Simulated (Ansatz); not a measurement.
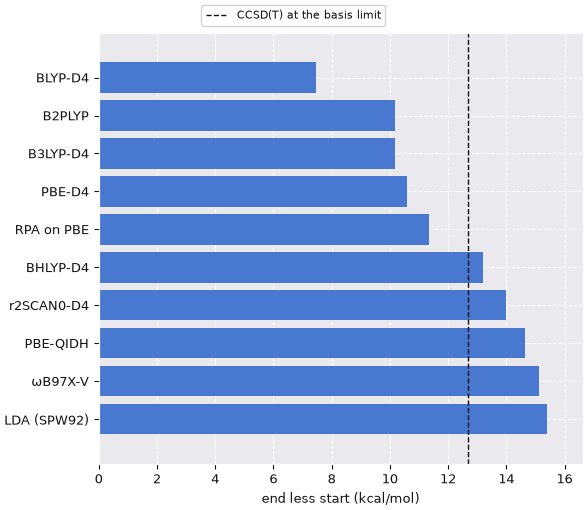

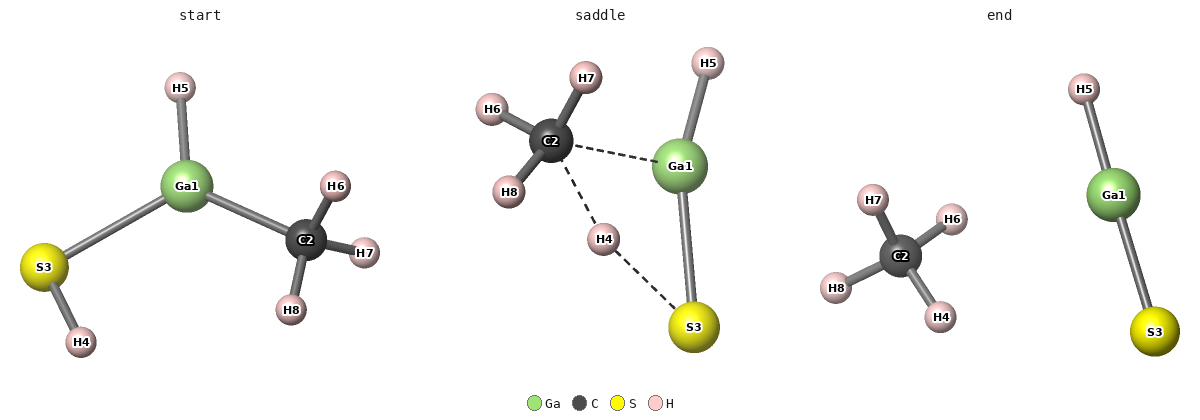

Energy change in one step of CH₅GaS, singlet at several levels. In the step C2–H4 (3.32 → 1.43 → 1.09 Å) forms; Ga1–C2 (1.96 → 2.18 → 3.46 Å) and S3–H4 (1.34 → 1.75 → 3.50 Å) break (lengths at start, saddle and end; changes of bond order aren't listed). Electronic energies at PBE0-D4/def2-TZVP geometries, energies in def2-TZVPP, the Ansatz code 0.2.0; cores frozen in correlated methods, no zero-point terms. Start and end are the structures at the ends of the path (complexes, where there are several molecules). On heavy atoms the filled d shell below the valence is correlated. The line is the MP2 basis limit plus CCSD(T) less MP2 in triple zeta. B2PLYP, RPA on PBE and PBE-QIDH hold a correlation term that converges slowly with the basis, so part of the distance to the limit is basis error. No dispersion term is added to B2PLYP and PBE-QIDH.

> Which level comes closest to the line (CCSD(T) at the basis limit), and which misses most?

Closest BHLYP-D4 (13.2 kcal/mol), against 12.7 kcal/mol; farthest BLYP-D4 (7.5 kcal/mol).

> Give the values.

| level | kcal/mol | less CCSD(T) at the basis limit |
| --- | --- | --- |
| BLYP-D4 | 7.5 | −5.2 |
| B2PLYP | 10.2 | −2.5 |
| B3LYP-D4 | 10.2 | −2.5 |
| PBE-D4 | 10.6 | −2.1 |
| RPA on PBE | 11.3 | −1.3 |
| BHLYP-D4 | 13.2 | 0.5 |
| r2SCAN0-D4 | 14.0 | 1.3 |
| PBE-QIDH | 14.7 | 2.0 |
| ωB97X-V | 15.1 | 2.5 |
| LDA (SPW92) | 15.4 | 2.7 |
| CCSD(T) at the basis limit | 12.7 | 0.0 |

Limits of at least one run: no scalar relativity up to krypton.
